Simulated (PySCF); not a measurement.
## Two runs on AlAsH6

System: AlAsH6 (Al(AsH3)H3).
Method of the first run: GIAO B3LYP/pcSseg-1 Al:pcSseg-2 NMR shielding, non-relativistic, gas phase (PySCF 2.14.0).

The geometry comes from this level: PBE0-D3(BJ)/def2-SVP. Text and figures count atoms from 1; the logs count them from 0 in places.

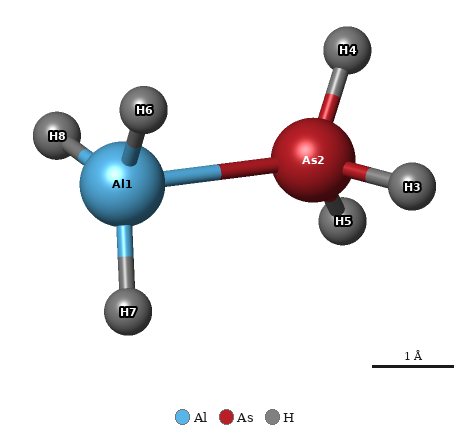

Figure 1. The structure as given in the input (ball-and-stick view, seen at a tilt; atoms are numbered from 1 in the order of the input). Sticks mark near contacts. Bond lengths as drawn: Al–As 2.63 Å, Al–H 1.60 Å and As–H 1.51 Å.

### Input, the first run
```
{"job": {"kind": "nmr", "xc": "B3LYP", "basis": {"default": "pcSseg-1", "Al": "pcSseg-2"}, "pop": false}, "charge": 0, "multiplicity": 1}
Al    -0.005559     0.012040    -1.527254
As     0.002330    -0.003145     1.098638
H      0.771131     1.051797     1.858145
H      0.547828    -1.209108     1.825741
H     -1.298784     0.115059     1.856239
H      1.584752    -0.025473    -1.703648
H     -0.770177     1.406427    -1.704681
H     -0.831522    -1.347597    -1.703171
```

The first line tells a small driver script what to run in PySCF; the rest is the geometry in Å.

Hardware: 1 CPU thread, shared host.

### Output (the first run)
```
coarse grid: 28520 points
cycle   1  E = -2481.6984672001  dE = -1.085e+00  |g| = 7.617e-01  |ddm| = 2.329e+00
cycle   2  E = -2481.7058587251  dE = -7.392e-03  |g| = 6.034e-01  |ddm| = 6.153e-01
cycle   3  E = -2481.7292154028  dE = -2.336e-02  |g| = 9.289e-02  |ddm| = 3.865e-01
cycle   4  E = -2481.7300469844  dE = -8.316e-04  |g| = 1.289e-02  |ddm| = 8.768e-02
cycle   5  E = -2481.7300965352  dE = -4.955e-05  |g| = 1.966e-03  |ddm| = 1.897e-02
cycle   6  E = -2481.7300978604  dE = -1.325e-06  |g| = 4.251e-04  |ddm| = 2.739e-03
final grid: 57200 points
cycle   7  E = -2481.7300909628  dE = -1.323e-08  |g| = 3.313e-04  |ddm| = 7.333e-04
cycle   8  E = -2481.7300909653  dE = -2.498e-09  |g| = 3.049e-04  |ddm| = 5.844e-04
cycle   9  E = -2481.7300909822  dE = -1.693e-08  |g| = 4.552e-05  |ddm| = 3.050e-04
cycle  10  E = -2481.7300909824  dE = -1.546e-10  |g| = 2.384e-06  |ddm| = 2.796e-05
converged SCF energy = -2481.7300909824

GIAO shielding tensors (ppm)
atom      isotropic    diamagn.    paramagn.     s11        s22        s33       span
  0 Al     432.910     793.257    -360.347    421.975    437.691    439.062     17.087
  1 As    1725.197    2877.823   -1152.626   1722.806   1725.936   1726.849      4.043
  2 H       27.887      28.874      -0.987     21.683     22.072     39.905     18.222
  3 H       27.889      28.891      -1.002     21.707     22.069     39.889     18.182
  4 H       27.887      28.876      -0.989     21.688     22.068     39.904     18.215
  5 H       27.361      28.273      -0.913     24.251     26.249     31.581      7.330
  6 H       27.364      28.260      -0.896     24.268     26.225     31.598      7.331
  7 H       27.361      28.277      -0.917     24.251     26.251     31.580      7.329
```

The input of the second run differs as follows (lines with − go, lines with + come):
```diff
-"xc": "B3LYP"
+"xc": "PBE0"
-"pop": false
```

How does the second run compare with the first run?

The total energies belong to different methods, so their difference says nothing on which is more stable or more accurate. The HOMO goes from −7.68 to −7.86 eV. The LUMO goes from −0.67 to −0.41 eV. The dipole moment goes from 3.94 to 4.06 D. Of all shieldings, the largest change is that of As2, by +45.2 ppm. The functional changes from B3LYP to PBE0. The number of SCF iterations is the same.

### Output (the second run)
```
coarse grid: 28520 points
cycle   1  E = -2481.2225974956  dE = -1.100e+00  |g| = 7.149e-01  |ddm| = 2.329e+00
cycle   2  E = -2481.2315661041  dE = -8.969e-03  |g| = 5.390e-01  |ddm| = 5.762e-01
cycle   3  E = -2481.2503055250  dE = -1.874e-02  |g| = 8.387e-02  |ddm| = 3.419e-01
cycle   4  E = -2481.2509355651  dE = -6.300e-04  |g| = 1.011e-02  |ddm| = 6.987e-02
cycle   5  E = -2481.2509666899  dE = -3.112e-05  |g| = 1.716e-03  |ddm| = 1.440e-02
cycle   6  E = -2481.2509676652  dE = -9.754e-07  |g| = 4.007e-04  |ddm| = 2.334e-03
final grid: 57200 points
cycle   7  E = -2481.2509665144  dE = -1.504e-08  |g| = 2.911e-04  |ddm| = 7.368e-04
cycle   8  E = -2481.2509665174  dE = -3.075e-09  |g| = 2.554e-04  |ddm| = 4.669e-04
cycle   9  E = -2481.2509665278  dE = -1.037e-08  |g| = 3.876e-05  |ddm| = 2.348e-04
cycle  10  E = -2481.2509665279  dE = -1.073e-10  |g| = 1.923e-06  |ddm| = 2.110e-05
converged SCF energy = -2481.2509665279

GIAO shielding tensors (ppm)
atom      isotropic    diamagn.    paramagn.     s11        s22        s33       span
  0 Al     443.735     793.509    -349.774    432.078    448.862    450.265     18.188
  1 As    1770.446    2878.725   -1108.279   1762.521   1773.896   1774.920     12.399
  2 H       27.684      28.652      -0.968     21.376     21.741     39.934     18.558
  3 H       27.685      28.669      -0.984     21.400     21.737     39.918     18.518
  4 H       27.684      28.654      -0.970     21.381     21.737     39.932     18.551
  5 H       27.171      28.050      -0.879     23.999     26.046     31.470      7.471
  6 H       27.175      28.037      -0.862     24.015     26.022     31.487      7.472
  7 H       27.171      28.054      -0.882     23.998     26.048     31.468      7.470
```

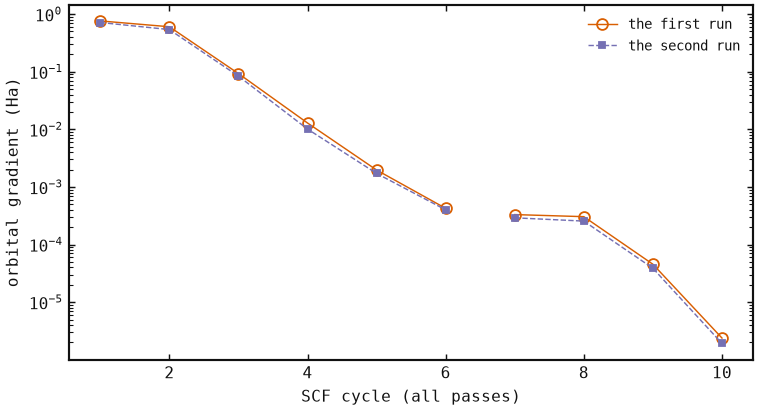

Figure 2. Convergence of the two runs: orbital gradient against the SCF cycle. A break in a curve parts two SCF passes (coarse and final grid). The first run takes 10 cycles in all, and the second run takes 10.

### The two runs side by side

```csv
quantity,the first run,the second run
outcome,converged,converged
total energy (hartree),−2481.730091,−2481.250967
HOMO (eV),−7.68,−7.86
LUMO (eV),−0.67,−0.41
dipole moment (D),3.94,4.06
shielding of Al1 (ppm),432.9,443.7
shielding of As2 (ppm),1725.2,1770.4
shielding of H3 (ppm),27.9,27.7
shielding of H4 (ppm),27.9,27.7
shielding of H5 (ppm),27.9,27.7
shielding of H6 (ppm),27.4,27.2
shielding of H8 (ppm),27.4,27.2
SCF iterations,10,10
basis functions,114,114
wall time (shared host),4.9 s,6.6 s
```

For both runs: Spin–orbit coupling is left out, which matters for the heavy atoms.
